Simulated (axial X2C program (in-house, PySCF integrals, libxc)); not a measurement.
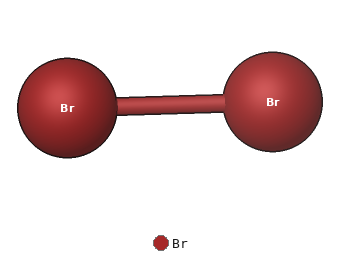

Figure 1. The molecule at the reference distance of 2.194 Å.

## Relativistic diatomic calculation, with input and output: Br₂⁺

Br₂⁺, single determinant with M_S = 3/2 and |Λ| = 0 (not the lowest found). Computed at this level: PBE0, spin-free X2C-1e, Br dyall-cv3z (cores contracted) (axial X2C program (in-house, PySCF integrals, libxc)).

## The input
```
{"zs": [35, 35], "q": 1, "bas": ["dyall-cv3z", "dyall-cv3z"], "levels": ["PBE0", "HF", "LDA"], "cc": true, "r0": 2.28, "thr": -2.0, "nmax": 90, "npts": 10, "nst": 2, "ntry": 6}
```

The line is the task of a batch: nuclear charges, charge, bases, the levels to run, a first guess of the distance and further settings. This report covers PBE0 without spin-orbit coupling. The log is that of the reference distance 2.194 Å, started from orbitals converged before.

Hardware: 1 thread of Arm Neoverse V2, 24 GiB of memory available, shared host.

Launched within a batch (the task file carries these settings):
```bash
python <driver script> task.json out
```

## The program's output
```
spin-free X2C-1e  PBE0
basis functions 204  fitting functions 1152  grid points 5798
iter        total energy     max residual
   1      -5211.634380756     4.43e-05
   2      -5211.634380759     4.05e-05
   3      -5211.634380771     1.47e-06
   4      -5211.634380771     5.80e-07
converged
one-electron -7815.61512122  Coulomb 2493.60292440  exact exchange -45.49710624  xc functional -139.58637369  nuclear repulsion 295.46129598
```

## The points of the curve

| R (Å) | E (hartree) | dipole (D; origin at the first atom, positive when the second is positive) | highest filled (eV) | lowest empty (eV) |
| --- | --- | --- | --- | --- |
| 1.909 | −5211.520967 | 4.58 | −10.50 | −12.12 |
| 1.996 | −5211.571551 | 4.79 | −11.23 | −12.26 |
| 2.062 | −5211.599039 | 4.95 | −11.75 | −12.37 |
| 2.128 | −5211.619493 | 5.11 | −12.23 | −12.47 |
| 2.194 | −5211.634381 | 5.27 | −12.67 | −12.56 |
| 2.271 | −5211.646220 | 5.45 | −13.14 | −12.66 |
| 2.348 | −5211.653452 | 5.64 | −13.56 | −12.75 |
| 2.446 | −5211.657756 | 5.88 | −14.03 | −12.85 |
| 2.567 | −5211.657777 | 6.16 | −14.52 | −12.95 |

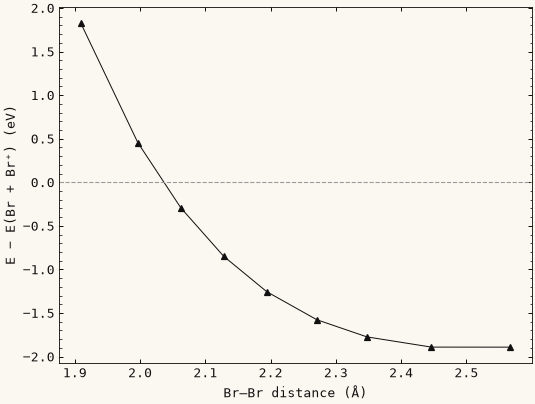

Figure 2. Energy at 9 bond lengths, for one set of occupations held fixed; the line joins the points. The lowest point is at 2.57 Å, the end of the range, so no minimum is bracketed. The lowest point lies 1.89 eV below Br + Br⁺.

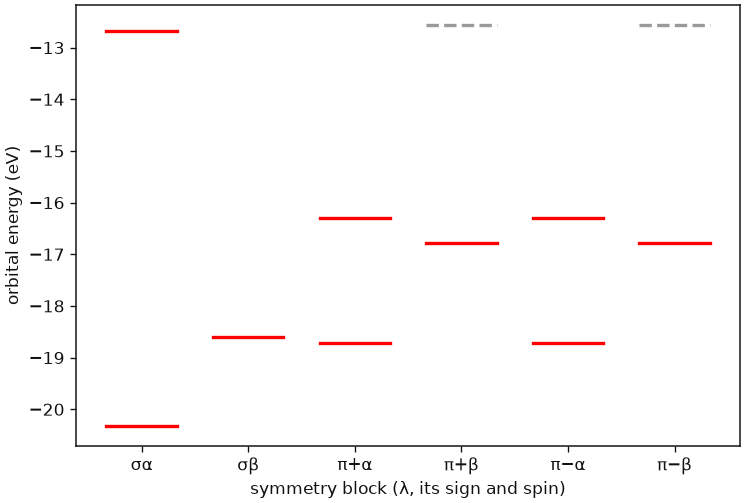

Figure 3. Orbital energies near the frontier at 2.19 Å, filled (solid) and empty (dashed); a label such as π−α means λ = −1 and α spin. The highest filled orbital (σα; 39 % Br p, 39 % Br p) lies at −12.67 eV, the lowest empty one (π+β; 49 % Br p, 49 % Br p) at −12.56 eV.

## Results in brief

- outcome: converged
- largest ⟨S²⟩ along the curve: 3.76
- wall time: 5.4 s
- peak memory: 0.85 GiB

## Notes

Caveats: 9 of the 10 points asked for were kept; at some distances an empty level lies below a filled one, since the occupations are held fixed.
